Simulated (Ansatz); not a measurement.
# C₂H₈HfO₃S: a spread of methods and bases

Aim: run C₂H₈HfO₃S under a spread of inputs, and see what each costs and gives.

Program: Ansatz 0.2.0, Gaussian basis. Level of theory: the settings change from run to run. These are calculated values, not measurements.

### Step 1. The molecule

The structure was relaxed beforehand with PBE0-D4 in a triple-zeta def2 set. Hf takes a core potential in def2 sets; no spin-orbit term is included.

SMILES `C[O][Hf]([OH])([OH])[S]C`, 15 atoms, charge 0, spin multiplicity 1.

Atoms are counted from 1 here; the program's logs count them from 0.

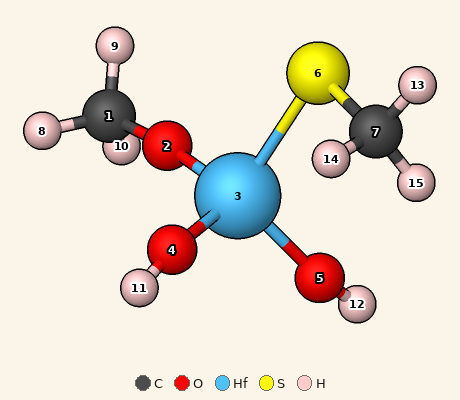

The geometry (carbon dark grey, oxygen red, hafnium blue, sulfur yellow, hydrogen pink); atoms are numbered from 1 in the order of the file.

### Step 2. rPW86-PBE/def2-mTZVPP

This run has unrestricted orbitals, a grid of angular degree 11, D3(BJ) dispersion.

in.yaml

```yaml
crystal:
  periodic: [false, false, false]
  atoms:
    - {symbol: C, position_ang: [-2.838078, 1.460438, 0.591001]}
    - {symbol: O, position_ang: [-1.676199, 0.790022, 0.232092]}
    - {symbol: Hf, position_ang: [-0.186674, -0.309407, -0.228291]}
    - {symbol: O, position_ang: [-0.226148, -2.042244, 0.611965]}
    - {symbol: O, position_ang: [0.001249, -0.533791, -2.135329]}
    - {symbol: S, position_ang: [1.776932, 0.911506, 0.613529]}
    - {symbol: C, position_ang: [3.062024, -0.310630, 0.175088]}
    - {symbol: H, position_ang: [-3.460075, 0.838750, 1.243685]}
    - {symbol: H, position_ang: [-2.591699, 2.382965, 1.126200]}
    - {symbol: H, position_ang: [-3.422023, 1.723122, -0.297477]}
    - {symbol: H, position_ang: [-0.387592, -2.948873, 0.847659]}
    - {symbol: H, position_ang: [-0.071322, -0.320483, -3.059476]}
    - {symbol: H, position_ang: [4.026150, 0.112194, 0.457294]}
    - {symbol: H, position_ang: [2.919284, -1.244419, 0.719221]}
    - {symbol: H, position_ang: [3.074180, -0.509150, -0.897169]}
basis:
  gaussian: {orbitals: def2-mTZVPP, final_grid: {core_spheres: 5, valence_spheres: 4, degree: 11}}
magnetization: {spin_polarized: true, initial_magnetization: 0}
hamiltonian: {xc: {name: rPW86-PBE}, dispersion: d3bj}
```

Launch:

```sh
$ ansatz run in.yaml --threads 2 --pin off --events-out ev --progress --plain --max-ram 22528MiB --backend cpu
```

What it wrote:

```text
Functional definition: rPW86-PBE
  name "rPW86-PBE"
  cite "Murray, Lee & Langreth, J. Chem. Theory Comput. 5, 2754 (2009) doi:10.1021/ct900365q"
  cite "Perdew, Burke & Ernzerhof, Phys. Rev. Lett. 77, 3865 (1996) doi:10.1103/PhysRevLett.77.3865"
  parent pbe
  exchange = rpw86_x
  correlation = pbe_c
1861 factors; their error is unknown
mean field evaluation 1: about -20497.3560 eV, gradient 9.1e1 eV
mean field evaluation 2: about -20295.3975 eV, gradient 2.3e2 eV
mean field evaluation 4: about -20524.5270 eV, gradient 2.1e1 eV
mean field evaluation 8: about -20526.4280 eV, gradient 3.9e-1 eV
mean field evaluation 16: about -20526.4347 eV, gradient 4.0e-2 eV
mean field -20526.43465892 eV, -754.3325603981 hartree, gradient 1.4e-5 eV, S^2 0.000000; 0 other end points of the search recorded, 0 dependent functions left out
reference -20526.43476372 eV, -754.3325642494 hartree; 36, 36 occupied and 177, 177 virtual orbitals, 1861 factors
Total energy: -20526.76134007 eV, -754.3445657091 hartree
```

Run time: 5.5 s. Hardware: 2 threads of AMD EPYC 7R13, shared host.

⟨S²⟩ 0.000.

### Step 3. B97/def2-mTZVP

Changes to in.yaml since step 2:

```diff
@@ -19,4 +19,4 @@
 basis:
-  gaussian: {orbitals: def2-mTZVPP, final_grid: {core_spheres: 5, valence_spheres: 4, degree: 11}}
-magnetization: {spin_polarized: true, initial_magnetization: 0}
-hamiltonian: {xc: {name: rPW86-PBE}, dispersion: d3bj}
+  gaussian: {orbitals: def2-mTZVP}
+hamiltonian: {xc: {name: B97}}
+output: {forces: true}
```

The command is unchanged.

What it wrote, cut to the lines that bear on the results:

```text
Functional definition: B97
  name "B97"
  cite "Becke, J. Chem. Phys. 107, 8554 (1997) doi:10.1063/1.475007"
[...]
      + integral(e_c_pw_opposite_spin*poly(b97_u_opposite, cos0, cos1, cos2))
1871 factors; integrals over basis functions are off by at most 1.1e-3 eV
[...]
mean field -20492.47798533 eV, -753.0846756604 hartree, gradient 7.4e-5 eV, S^2 0.000000; 0 other end points of the search recorded, 0 dependent functions left out
[...]
reference -20492.47802045 eV, -753.0846769509 hartree; 36, 36 occupied and 156, 156 virtual orbitals, 1871 factors
Total energy: -20492.47802045 eV, -753.0846769509 hartree
Atom 0 at    -2.838078     1.460438     0.591001 Å, force    -0.271091     0.136632     0.079607 eV/Å
Atom 1 at    -1.676199     0.790022     0.232092 Å, force     0.070461     0.024955    -0.017621 eV/Å
[...]
Atom 5 at     1.776932     0.911506     0.613529 Å, force    -0.213558     0.540824     0.240785 eV/Å
Atom 6 at     3.062024    -0.310630     0.175088 Å, force     0.376721    -0.301934    -0.099461 eV/Å
Atom 7 at    -3.460075     0.838750     1.243685 Å, force    -0.051382    -0.010767     0.035891 eV/Å
Atom 8 at    -2.591699     2.382965     1.126200 Å, force    -0.012821     0.051060     0.027912 eV/Å
Atom 9 at    -3.422023     1.723122    -0.297477 Å, force    -0.047482     0.025812    -0.029197 eV/Å
Atom 10 at    -0.387592    -2.948873     0.847659 Å, force    -0.101223    -0.343803     0.033273 eV/Å
Atom 11 at    -0.071322    -0.320483    -3.059476 Å, force    -0.065952     0.155027    -0.326165 eV/Å
Atom 12 at     4.026150     0.112194     0.457294 Å, force     0.058567    -0.024268    -0.004444 eV/Å
Atom 13 at     2.919284    -1.244419     0.719221 Å, force     0.047722    -0.055362     0.003300 eV/Å
Atom 14 at     3.074180    -0.509150    -0.897169 Å, force     0.050665    -0.036567    -0.037247 eV/Å
Dipole moment:    -0.412752    -0.353760    -0.272812 e Å
```

It took 16 s on 2 threads of AMD EPYC 7R13, shared host.

Largest force 0.629 eV/Å, dipole 2.92 D.

### Step 4. r2SCANh/def2-SVPD

Set apart from the defaults: D3(BJ) dispersion, high accuracy.

Changes to in.yaml since step 3:

```diff
@@ -19,4 +19,4 @@
 basis:
-  gaussian: {orbitals: def2-mTZVP}
-hamiltonian: {xc: {name: B97}}
-output: {forces: true}
+  gaussian: {orbitals: def2-SVPD}
+hamiltonian: {xc: {name: r2SCANh}, dispersion: d3bj}
+accuracy: high
```

The command is unchanged.

What it wrote, cut to the lines that bear on the results:

```text
Warning: the engine holds no damping parameters fitted to this dispersion correction and functional, so the run takes those fitted to r2scanh beside the three-body term, which d3bj leaves out (hamiltonian.dispersion, under Limitations)
Functional definition: r2SCANh
  name "r2SCANh"
  cite "Bursch, Neugebauer, Ehlert & Grimme, J. Chem. Phys. 156, 134105 (2022) doi:10.1063/5.0086040"
  cite "Furness, Kaplan, Ning, Perdew & Sun, J. Phys. Chem. Lett. 11, 8208 (2020) doi:10.1021/acs.jpclett.0c02405"
  cite "Furness, Kaplan, Ning, Perdew & Sun, J. Phys. Chem. Lett. 11, 9248 (2020) doi:10.1021/acs.jpclett.0c03077"
  parent r2scan
[...]
4668 factors; integrals over basis functions are off by at most 6.3e-9 eV
[...]
mean field -20479.56952262 eV, -752.6102984056 hartree, gradient 6.3e-8 eV, S^2 0.000000; 0 other end points of the search recorded, 0 dependent functions left out
reference -20479.56952422 eV, -752.6102984645 hartree; 36, 36 occupied and 199, 199 virtual orbitals, 4668 factors
Total energy: -20479.67608397 eV, -752.6142144630 hartree
```

Run time: 48 s. Hardware: 2 threads of AMD EPYC 7R13, shared host; peak memory 2.1 GiB.

### Step 5. LC-wPBE/def2-SVP

This run has charge +1, multiplicity 2, relativity set to scalar.

Changes to in.yaml since step 4:

```diff
@@ -19,4 +19,5 @@
 basis:
-  gaussian: {orbitals: def2-SVPD}
-hamiltonian: {xc: {name: r2SCANh}, dispersion: d3bj}
-accuracy: high
+  gaussian: {orbitals: def2-SVP}
+total_charge: 1
+magnetization: {spin_polarized: true, initial_magnetization: 1}
+hamiltonian: {xc: {name: LC-wPBE}, pseudopotentials: {relativity: scalar}}
```

The command is unchanged.

What it wrote, cut to the lines that bear on the results:

```text
Functional definition: LC-wPBE
  name "LC-wPBE"
  cite "Vydrov & Scuseria, J. Chem. Phys. 125, 234109 (2006) doi:10.1063/1.2409292"
  cite "Heyd & Scuseria, J. Chem. Phys. 120, 7274 (2004) doi:10.1063/1.1668634"
  cite "Ernzerhof & Perdew, J. Chem. Phys. 109, 3313 (1998) doi:10.1063/1.476928"
  cite "Perdew, Burke & Ernzerhof, Phys. Rev. Lett. 77, 3865 (1996) doi:10.1103/PhysRevLett.77.3865"
  parent pbe
[...]
1728 factors; their error is unknown
542 factors; integrals over basis functions are off by at most 2.6e-5 eV
[...]
mean field -20499.28293539 eV, -753.3347529624 hartree, gradient 1.0e-5 eV, S^2 0.754360; 2 other end points of the search recorded, 0 dependent functions left out
reference -20499.28293540 eV, -753.3347529629 hartree; 36, 35 occupied and 124, 125 virtual orbitals, 1728 factors
Total energy: -20499.28293540 eV, -753.3347529629 hartree
Relativity: scalar
```

It took 19 s on 2 threads of AMD EPYC 7R13, shared host; peak memory 0.78 GiB.

⟨S²⟩ 0.754.

### Step 6. r2SCANh/def2-SVP

Options: charge -1, multiplicity 2, D3(BJ) dispersion.

Changes to in.yaml since step 5:

```diff
@@ -20,4 +20,5 @@
   gaussian: {orbitals: def2-SVP}
-total_charge: 1
+total_charge: -1
 magnetization: {spin_polarized: true, initial_magnetization: 1}
-hamiltonian: {xc: {name: LC-wPBE}, pseudopotentials: {relativity: scalar}}
+hamiltonian: {xc: {name: r2SCANh}, dispersion: d3bj}
+output: {forces: true}
```

Same command.

What it wrote, cut to the lines that bear on the results:

```text
Warning: the engine holds no damping parameters fitted to this dispersion correction and functional, so the run takes those fitted to r2scanh beside the three-body term, which d3bj leaves out (hamiltonian.dispersion, under Limitations)
Functional definition: r2SCANh
  name "r2SCANh"
  cite "Bursch, Neugebauer, Ehlert & Grimme, J. Chem. Phys. 156, 134105 (2022) doi:10.1063/5.0086040"
  cite "Furness, Kaplan, Ning, Perdew & Sun, J. Phys. Chem. Lett. 11, 8208 (2020) doi:10.1021/acs.jpclett.0c02405"
  cite "Furness, Kaplan, Ning, Perdew & Sun, J. Phys. Chem. Lett. 11, 9248 (2020) doi:10.1021/acs.jpclett.0c03077"
  parent r2scan
[...]
1576 factors; integrals over basis functions are off by at most 1.6e-3 eV
[...]
mean field -20477.34674698 eV, -752.5286129075 hartree, gradient 9.6e-6 eV, S^2 0.751415; 8 other end points of the search recorded, 0 dependent functions left out
[...]
reference -20477.34678265 eV, -752.5286142180 hartree; 37, 36 occupied and 123, 124 virtual orbitals, 1576 factors
[...]
Atom 4 at     0.001249    -0.533791    -2.135329 Å, force     0.468485     0.095071    -0.143182 eV/Å
Atom 5 at     1.776932     0.911506     0.613529 Å, force     0.353271     0.814877     0.491335 eV/Å
Atom 6 at     3.062024    -0.310630     0.175088 Å, force    -0.050892     0.220628     0.101319 eV/Å
Atom 7 at    -3.460075     0.838750     1.243685 Å, force    -0.264999    -0.223537     0.218463 eV/Å
Atom 8 at    -2.591699     2.382965     1.126200 Å, force    -0.056361     0.336558     0.191865 eV/Å
Atom 9 at    -3.422023     1.723122    -0.297477 Å, force    -0.254663     0.084205    -0.318253 eV/Å
Atom 10 at    -0.387592    -2.948873     0.847659 Å, force    -0.119769    -0.167123    -0.104371 eV/Å
Atom 11 at    -0.071322    -0.320483    -3.059476 Å, force    -0.119699    -0.041696    -0.127731 eV/Å
Atom 12 at     4.026150     0.112194     0.457294 Å, force     0.394624     0.139239     0.107911 eV/Å
Atom 13 at     2.919284    -1.244419     0.719221 Å, force    -0.075673    -0.333598     0.095741 eV/Å
Atom 14 at     3.074180    -0.509150    -0.897169 Å, force    -0.058406    -0.146997    -0.344881 eV/Å
Dipole moment:     0.106494     0.294617     0.155311 e Å
```

Wall time 40 s (2 threads of AMD EPYC 7R13, shared host); peak memory 0.9 GiB.

Largest force 2.357 eV/Å, ⟨S²⟩ 0.751.

### Step 7. PBE0-DH/def2-mTZVP

This run has atoms shaken by 0.08 Å, high accuracy, the search for lower states set to off.

in.yaml

```yaml
crystal:
  periodic: [false, false, false]
  atoms:
    - {symbol: C, position_ang: [-2.920707, 1.392628, 0.559979]}
    - {symbol: O, position_ang: [-1.726822, 0.834618, 0.096959]}
    - {symbol: Hf, position_ang: [-0.152081, -0.398656, -0.354909]}
    - {symbol: O, position_ang: [-0.251148, -1.932991, 0.607175]}
    - {symbol: O, position_ang: [0.023548, -0.465293, -2.113922]}
    - {symbol: S, position_ang: [1.805670, 1.040319, 0.670641]}
    - {symbol: C, position_ang: [3.148423, -0.192679, 0.162243]}
    - {symbol: H, position_ang: [-3.470190, 0.978089, 1.308606]}
    - {symbol: H, position_ang: [-2.620484, 2.360510, 1.109712]}
    - {symbol: H, position_ang: [-3.345398, 1.790413, -0.304758]}
    - {symbol: H, position_ang: [-0.245783, -2.973559, 0.752190]}
    - {symbol: H, position_ang: [-0.068652, -0.314004, -2.922622]}
    - {symbol: H, position_ang: [3.950138, 0.288506, 0.535459]}
    - {symbol: H, position_ang: [2.812382, -1.195070, 0.882513]}
    - {symbol: H, position_ang: [2.977492, -0.639683, -0.874195]}
basis:
  gaussian: {orbitals: def2-mTZVP}
hamiltonian: {xc: {name: PBE0-DH}}
accuracy: high
scf: {lower_state_search: off}
output: {forces: true}
```

Launched as before.

What it wrote, cut to the lines that bear on the results:

```text
Functional definition: PBE0-DH
  name "PBE0-DH"
  cite "Brémond & Adamo, J. Chem. Phys. 135, 024106 (2011) doi:10.1063/1.3604569"
  cite "Perdew, Burke & Ernzerhof, Phys. Rev. Lett. 77, 3865 (1996) doi:10.1103/PhysRevLett.77.3865"
[...]
3900 factors; integrals over basis functions are off by at most 9.6e-8 eV
[...]
mean field -20471.52793322 eV, -752.3147754459 hartree, gradient 8.1e-8 eV, S^2 0.000000; 0 other end points of the search recorded, 0 dependent functions left out
10 core orbitals not correlated: weight in the atoms' cores, before any rotation towards them, 1.000 or more for the frozen orbitals, at most 0.000 for the correlated occupied ones
reference -20471.52793607 eV, -752.3147755507 hartree; 26, 26 occupied and 156, 156 virtual orbitals, 3900 factors
second order -43.04670778 eV of doubles, -0.00000000 eV of singles
[...]
Atom 6 at     3.148423    -0.192679     0.162243 Å, force    -6.373910    -4.820272     0.999236 eV/Å
Atom 7 at    -3.470190     0.978089     1.308606 Å, force    -1.784945    -2.475327     1.346801 eV/Å
Atom 8 at    -2.620484     2.360510     1.109712 Å, force    -0.192974    -0.976048    -0.661639 eV/Å
Atom 9 at    -3.345398     1.790413    -0.304758 Å, force    -2.026910     0.120287    -1.092329 eV/Å
Atom 10 at    -0.245783    -2.973559     0.752190 Å, force    -0.037389     3.888570    -0.523266 eV/Å
Atom 11 at    -0.068652    -0.314004    -2.922622 Å, force    -1.159429     1.968894   -10.988712 eV/Å
Atom 12 at     3.950138     0.288506     0.535459 Å, force     3.390993     0.761136     0.264943 eV/Å
Atom 13 at     2.812382    -1.195070     0.882513 Å, force     1.768626     2.786989    -1.876463 eV/Å
Atom 14 at     2.977492    -0.639683    -0.874195 Å, force     1.254076     1.402897     1.211940 eV/Å
Dipole moment:    -0.331790    -0.902752    -0.559317 e Å
Checks for a lower state left out: starts, cluster_reference, orbital_swaps, neighbouring_geometries, increment
```

Run time: 87 s. Hardware: 2 threads of AMD EPYC 7R13, shared host; peak memory 1.4 GiB.

Largest force 11.224 eV/Å, dipole 5.34 D.

### Step 8. The runs in one table

```tsv
level	charge	multiplicity	geometry	functions	energy (eV)	time
rPW86-PBE/def2-mTZVPP	0	1	relaxed	213	-20526.761	5.5 s
B97/def2-mTZVP	0	1	relaxed	192	-20492.478	16 s
r2SCANh/def2-SVPD	0	1	relaxed	235	-20479.676	48 s
LC-wPBE/def2-SVP	1	2	relaxed	160	-20499.283	19 s
r2SCANh/def2-SVP	-1	2	relaxed	160	-20477.453	40 s
PBE0-DH/def2-mTZVP	0	1	shaken	192	-20476.909	87 s
```

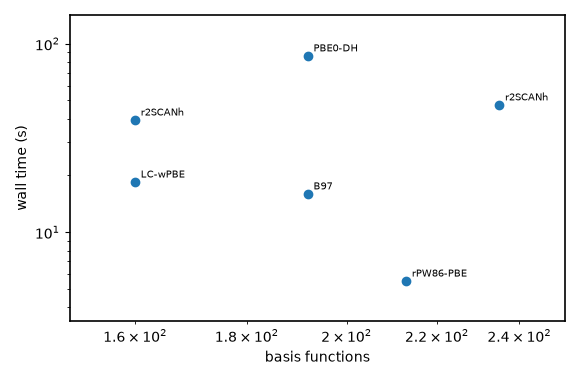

Wall time against the number of basis functions (shared host).

### Step 9. Results

| quantity | value |
| --- | --- |
| runs | 6 |
| quickest | rPW86-PBE/def2-mTZVPP, 5.5 s |
| slowest | PBE0-DH/def2-mTZVP, 87 s |
| spread of total energies, same state and geometry | 47.1 eV |

PBE0-DH/def2-mTZVP took 16 times as long as rPW86-PBE/def2-mTZVPP. The jobs differ in tasks and options as well as level. The totals spread over 47 eV; they can't be compared across methods or bases. At the PBE0-D4/def2-TZVP geometry and in the same state, runs without warnings or point charges leave forces up to 0.63 eV/Å (B97/def2-mTZVP), against 11.2 eV/Å where the atoms were moved.
